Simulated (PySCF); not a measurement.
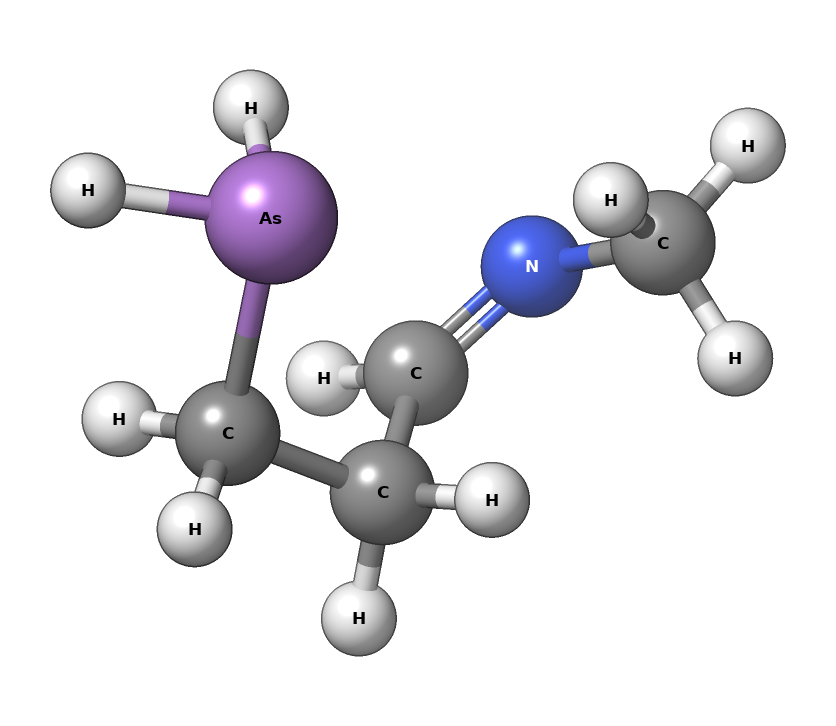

A ball-and-stick model of a molecule. Multiple sticks mark multiple bonds (one Kekulé form).

The computed structure is the end point of a GFN2-xTB optimisation. No frequency run is at hand to confirm it as a minimum.

What does the picture show?

Formula C4H10AsN. Its SMILES string is `C/N=C\CC[AsH2]`. It has no ring. Among its groups: imine. This geometry has C1 symmetry. Coordination: 3 C tetrahedral; 1 N bent; 1 C trigonal planar; 1 As trigonal pyramidal.

The parts below concern this one geometry. Atoms keep their numbers from picture to picture.

Shape

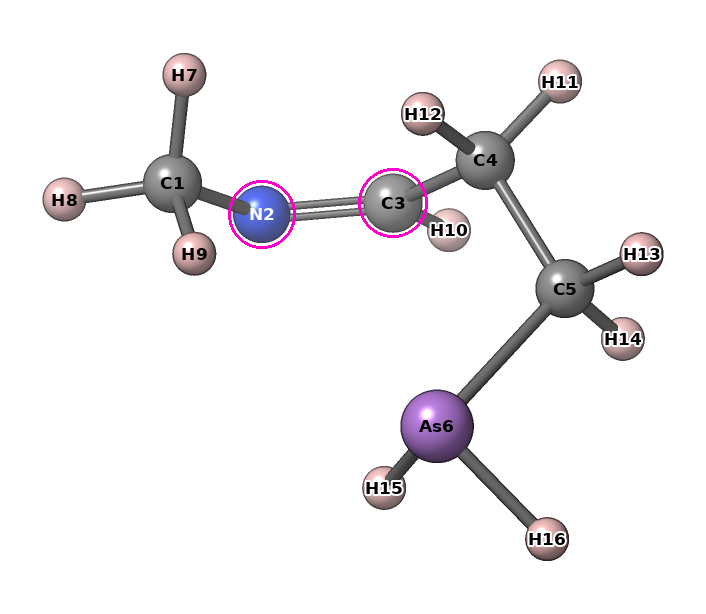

Distant atoms are faded towards the background colour. Circles mark the stereogenic atoms. No frequency run is at hand to confirm it as a minimum.

**Give the R/S and E/Z labels.**

N2=C3: Z.

Electronic properties

No frequency run is at hand to confirm it as a minimum. Properties computed with B3LYP/pcJ-1 (pcSseg-1 on As), gas phase (PySCF 2.14.0).

What does the calculation give?

- dipole moment: 2.09 D
- HOMO energy (Kohn–Sham orbital): −6.52 eV
- LUMO energy (Kohn–Sham orbital): −0.43 eV
- HOMO–LUMO gap: 6.08 eV

Spin–spin coupling

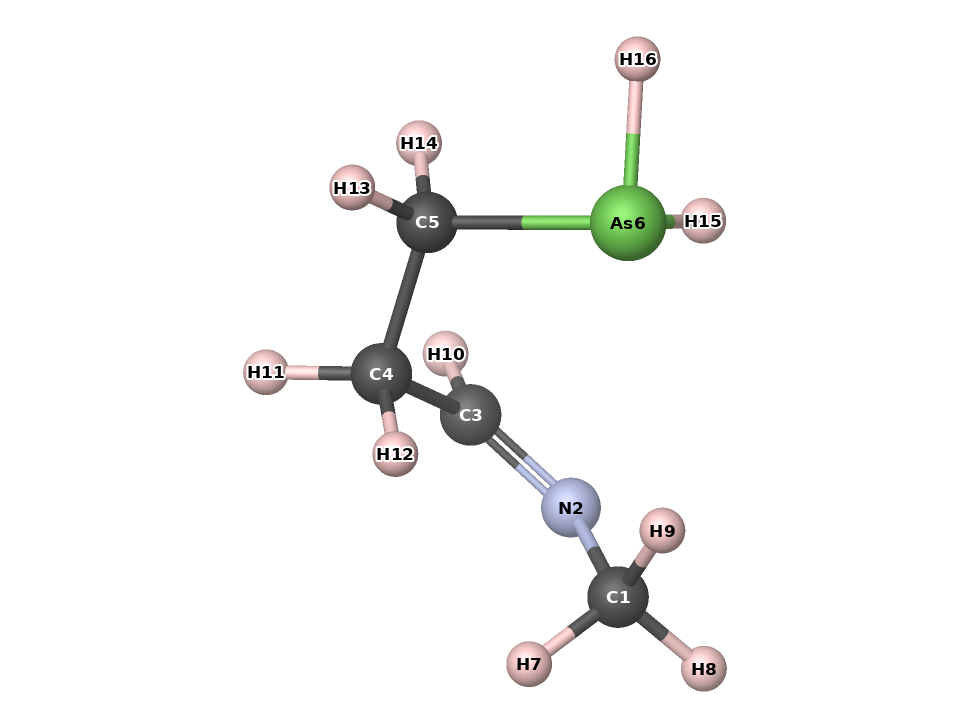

No frequency run is at hand to confirm it as a minimum. Level of theory: B3LYP/pcJ-1 (pcSseg-1 on As) indirect spin-spin coupling, non-relativistic, gas phase (PySCF 2.14.0). Isotopes: 13C, 1H, 15N.

Give the spin–spin coupling constants of these pairs, with the number of bonds between them: C1/N2, N2/C3, N2/H10, N2/H8, N2/H9, N2/H7, N2/C4, N2/H12, N2/C5, N2/H11.

```csv
pair,bonds apart,J (Hz)
"C1, N2",1,3.2
"N2, C3",1,−7.5
"N2, H10",2,−14.1
"N2, H8",2,−4.9
"N2, H9",2,2.0
"N2, H7",2,1.7
"N2, C4",2,2.9
"N2, H12",3,−1.4
"N2, C5",3,−1.6
"N2, H11",3,−2.2
```

Quadrupole coupling

No frequency run is at hand to confirm it as a minimum. Electric field gradients from the ground-state density, B3LYP/pcJ-1 (pcSseg-1 on As) (PySCF 2.14.0), non-relativistic apart from any core potentials.

Give the largest field-gradient component, the quadrupole coupling constant and the asymmetry for 14N at N2 (Q = 20.44 mb), 75As at As6 (Q = 314 mb), 2H at H7 (Q = 2.86 mb), 2H at H8 (Q = 2.86 mb), 2H at H9 (Q = 2.86 mb), 2H at H10 (Q = 2.86 mb).

```
atom  V_zz (a.u.)  e²qQ/h (MHz)     η
  N2       −1.152         −5.53  0.30
 As6       −2.542        −187.6  0.15
  H7        0.291         0.196  0.06
  H8        0.296         0.199  0.04
  H9        0.278         0.186  0.07
 H10        0.300         0.202  0.05
```

The geometry is semi-empirical. Around As such bond lengths and angles can be off by a tenth of an ångström or more and by several degrees, and values that hang on the shape move with them.
